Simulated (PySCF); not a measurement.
# SF6 (sulfur hexafluoride) at 5 levels

We compute a comparison of 5 runs (B3LYP/6-31G*, PBE0/def2-SVP, PBE/cc-pVTZ, CCSD/6-31G**) of SF6 (sulfur hexafluoride). Input form: a Python script.

Program for the calculation: PySCF 2.14.0.

### 1 Starting point

SF6 has 7 atoms, charge 0, and is taken as a singlet. As SMILES, `FS(F)(F)(F)(F)F`. The shape is that of a GFN2-xTB optimisation.

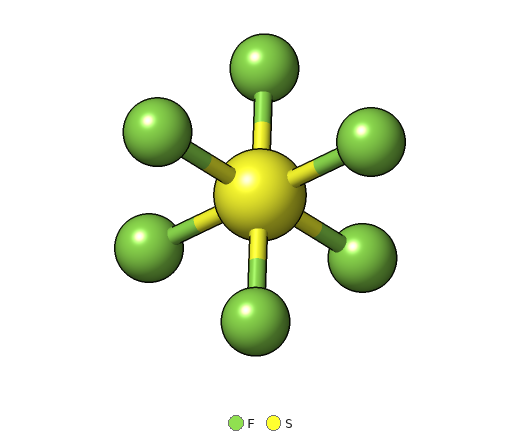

Viewed from a chosen angle; fluorine green, sulfur yellow.

### 2 Energy and forces at B3LYP/6-31G(d) (spherical functions) (run 1)

The input, run.py:

```python
import pyscf.grad
from pyscf import gto, dft

mol = gto.M(
    atom='''
F     -0.575340    -1.329720     0.656500
S     -0.000020     0.000060     0.000020
F      1.183370     0.012840     1.061880
F     -1.182600    -0.012690    -1.062560
F      0.574230     1.329720    -0.655870
F     -0.892920     0.873020     0.984420
F      0.893280    -0.873220    -0.984390
''',
    verbose=4,
    basis='6-31g*',
    max_memory=1860,
)

mf = dft.RKS(mol, xc='b3lyp')
mf.grids.level = 5
mf.conv_tol = 1e-10
mf.kernel()
if not mf.converged:
    mf = mf.newton().run(mf.mo_coeff, mf.mo_occ)

energy = mf.e_tot
print(f'total energy: {energy:.8f} hartree')
grad = mf.Gradients().kernel()
dip = mf.dip_moment()
pop, q = mf.mulliken_pop()
```

On the command line:

```sh
$ OMP_NUM_THREADS=1 python run.py
```

The log of the run:

```text
PySCF version 2.14.0

[... 75 lines left out ...]
converged SCF energy = -997.099330049608
total energy: -997.09933005 hartree
[... 14 lines left out ...]
Dipole moment(X, Y, Z, Debye): -0.00037,  0.00252, -0.00003
[... 71 lines left out ...]
pop of  4 F 3dyz          0.00512
pop of  4 F 3dz^2         0.00251
pop of  4 F 3dxz          0.00210
pop of  4 F 3dx2-y2       0.00452
pop of  5 F 1s            1.99735
pop of  5 F 2s            0.94427
pop of  5 F 3s            1.02878
pop of  5 F 2px           1.10414
pop of  5 F 2py           1.10784
pop of  5 F 2pz           1.08505
pop of  5 F 3px           0.67493
pop of  5 F 3py           0.67764
pop of  5 F 3pz           0.66140
pop of  5 F 3dxy          0.00385
pop of  5 F 3dyz          0.00436
pop of  5 F 3dz^2         0.00317
pop of  5 F 3dxz          0.00463
pop of  5 F 3dx2-y2       0.00289
pop of  6 F 1s            1.99735
pop of  6 F 2s            0.94427
pop of  6 F 3s            1.02886
pop of  6 F 2px           1.10406
pop of  6 F 2py           1.10779
pop of  6 F 2pz           1.08504
pop of  6 F 3px           0.67498
pop of  6 F 3py           0.67774
pop of  6 F 3pz           0.66152
pop of  6 F 3dxy          0.00384
pop of  6 F 3dyz          0.00436
pop of  6 F 3dz^2         0.00316
pop of  6 F 3dxz          0.00463
pop of  6 F 3dx2-y2       0.00288
 ** Mulliken atomic charges  **
charge of    0F =     -0.30055
charge of    1S =      1.80197
charge of    2F =     -0.30021
charge of    3F =     -0.30016
charge of    4F =     -0.30026
charge of    5F =     -0.30029
charge of    6F =     -0.30049
```

It took 1.7 min on 1 thread of Intel Xeon at 2.50GHz (Skylake/Cascade Lake), shared host; peak memory 1 GiB.

### 3 Energy and gradient at PBE0/def2-SVP (run 2)

The input, input.py:

```python
import pyscf.grad
from pyscf import gto, dft

mol = gto.M(
    atom='''
F     -1.087235    -2.512807     1.240605
S     -0.000038     0.000113     0.000038
F      2.236245     0.024264     2.006662
F     -2.234790    -0.023981    -2.007947
F      1.085137     2.512807    -1.239415
F     -1.687374     1.649769     1.860284
F      1.688055    -1.650147    -1.860227
''',
    max_memory=1860,
    basis='def2-svp',
    unit='bohr',
    verbose=3,
    spin=0,
)

calc0 = dft.RKS(mol)
calc0.xc = 'pbe0'
calc0.grids.level = 5
calc0.conv_tol = 1e-10
calc0.kernel()
if not calc0.converged:
    calc0 = calc0.newton().run(calc0.mo_coeff, calc0.mo_occ)

e_tot = calc0.e_tot
print('E(%s) = %.9f' % ('PBE0', e_tot))
grad = calc0.Gradients().kernel()
dip = calc0.dip_moment()
pop, q = calc0.mulliken_pop()
```

On the command line:

```sh
$ OMP_NUM_THREADS=1 python input.py
```

The log of the run:

```text
converged SCF energy = -995.835555349211
[... 11 lines left out ...]
Dipole moment(X, Y, Z, Debye): -0.00040,  0.00257,  0.00001
[... 71 lines left out ...]
pop of  4 F 3dyz          0.00253
pop of  4 F 3dz^2         0.00108
pop of  4 F 3dxz          0.00082
pop of  4 F 3dx2-y2       0.00215
pop of  5 F 1s            1.98982
pop of  5 F 2s            1.14120
pop of  5 F 3s            0.81936
pop of  5 F 2px           1.11444
pop of  5 F 2py           1.11817
pop of  5 F 2pz           1.09516
pop of  5 F 3px           0.66967
pop of  5 F 3py           0.67182
pop of  5 F 3pz           0.65891
pop of  5 F 3dxy          0.00189
pop of  5 F 3dyz          0.00218
pop of  5 F 3dz^2         0.00131
pop of  5 F 3dxz          0.00228
pop of  5 F 3dx2-y2       0.00115
pop of  6 F 1s            1.98982
pop of  6 F 2s            1.14120
pop of  6 F 3s            0.81944
pop of  6 F 2px           1.11435
pop of  6 F 2py           1.11812
pop of  6 F 2pz           1.09516
pop of  6 F 3px           0.66973
pop of  6 F 3py           0.67192
pop of  6 F 3pz           0.65901
pop of  6 F 3dxy          0.00189
pop of  6 F 3dyz          0.00218
pop of  6 F 3dz^2         0.00131
pop of  6 F 3dxz          0.00228
pop of  6 F 3dx2-y2       0.00115
 ** Mulliken atomic charges  **
charge of    0F =     -0.28760
charge of    1S =      1.72437
charge of    2F =     -0.28728
charge of    3F =     -0.28724
charge of    4F =     -0.28733
charge of    5F =     -0.28736
charge of    6F =     -0.28754
```

It took 84 s on 1 thread of Intel Xeon at 2.50GHz (Skylake/Cascade Lake), shared host; peak memory 1 GiB.

Runs 3 to 4 aren't shown in full; the table further down has their settings and results.

### 4 The energy at CCSD/6-31G(d,p) (spherical functions) (run 5)

The input, calc.py:

```python
from pyscf import gto, scf, cc

system = gto.M(
    atom='''
F     -1.087235    -2.512807     1.240605
S     -0.000038     0.000113     0.000038
F      2.236245     0.024264     2.006662
F     -2.234790    -0.023981    -2.007947
F      1.085137     2.512807    -1.239415
F     -1.687374     1.649769     1.860284
F      1.688055    -1.650147    -1.860227
''',
    max_memory=1860,
    unit='bohr',
    verbose=3,
    basis='6-31g**',
)

myscf = scf.RHF(system)
myscf.conv_tol = 1e-10
myscf.kernel()
if not myscf.converged:
    myscf = myscf.newton().run(myscf.mo_coeff, myscf.mo_occ)

mycc = cc.CCSD(myscf, frozen=11)
mycc.kernel()
etot = mycc.e_tot
print('Final energy', etot)
myscf.analyze()
```

On the command line:

```sh
$ OMP_NUM_THREADS=1 python calc.py
```

The log of the run:

```text
converged SCF energy = -993.975038919361
[... 5 lines left out ...]
MO #3   energy= -26.3861532647244  occ= 2
[... 8 lines left out ...]
MO #12  energy= -1.81850347856921  occ= 2
[... 8 lines left out ...]
MO #21  energy= -0.909577188250351 occ= 2
[... 8 lines left out ...]
MO #30  energy= -0.704779249694414 occ= 2
[... 8 lines left out ...]
MO #39  energy= 0.319805715574832  occ= 0
[... 8 lines left out ...]
MO #48  energy= 1.17916362922603   occ= 0
[... 8 lines left out ...]
MO #57  energy= 1.45064400095229   occ= 0
[... 8 lines left out ...]
MO #66  energy= 1.78197284304538   occ= 0
[... 8 lines left out ...]
MO #75  energy= 2.0635537461124    occ= 0
[... 8 lines left out ...]
MO #84  energy= 2.30472368168529   occ= 0
[... 8 lines left out ...]
MO #93  energy= 2.4459204460005    occ= 0
[... 8 lines left out ...]
MO #102 energy= 3.40844663438654   occ= 0
[... 8 lines left out ...]
Dipole moment(X, Y, Z, Debye): -0.00041,  0.00258,  0.00002
```

Wall time 88 s (1 thread of Intel Xeon at 2.50GHz (Skylake/Cascade Lake), shared host); peak memory 0.84 GiB.

### 5 All runs side by side

| run | level | Cartesian functions | task | energy (Eh) | dipole moment (D) of the reference | HOMO energy (eV) | LUMO energy (eV) | wall time |
| --- | --- | --- | --- | --- | --- | --- | --- | --- |
| 1 | B3LYP/6-31G* (spherical functions) | no | gradient | -997.099330 | 0.00 | -11.60 | -2.07 | 1.7 min |
| 2 | PBE0/def2-SVP | no | gradient | -995.835555 | 0.00 | -12.37 | -1.95 | 84 s |
| 3 | B3LYP/6-31G* (Cartesian functions) | yes | gradient | -997.106380 | 0.00 | -11.61 | -2.09 | 100 s |
| 4 | PBE/cc-pVTZ | no | gradient | -996.710616 | 0.00 | -10.01 | -3.13 | 9.8 min |
| 5 | CCSD/6-31G** (spherical functions) | no | energy | -995.177844 | 0.00 | -18.39 | 3.20 | 88 s |

### 6 What came out

```
                                           quantity          value
                                run 5: total energy  -995.17784 Eh
        run 5: dipole moment (Hartree–Fock density)         0.00 D
         run 5: HOMO energy (Hartree–Fock orbitals)      -18.39 eV
         run 5: LUMO energy (Hartree–Fock orbitals)        3.20 eV
       run 5: HOMO–LUMO gap (Hartree–Fock orbitals)       21.59 eV
run 5: correlation energy (11 core orbitals frozen)    -1202.8 mEh
                               run 5: T1 diagnostic          0.012
```

Over runs 1, 2, 3, 4 the HOMO–LUMO gap runs from 6.88 eV (PBE/cc-pVTZ) to 10.42 eV (PBE0/def2-SVP). The two ends differ in method and basis. Totals of different functionals can't be ranked against each other. All runs together took 16 min, the longest 9.8 min.
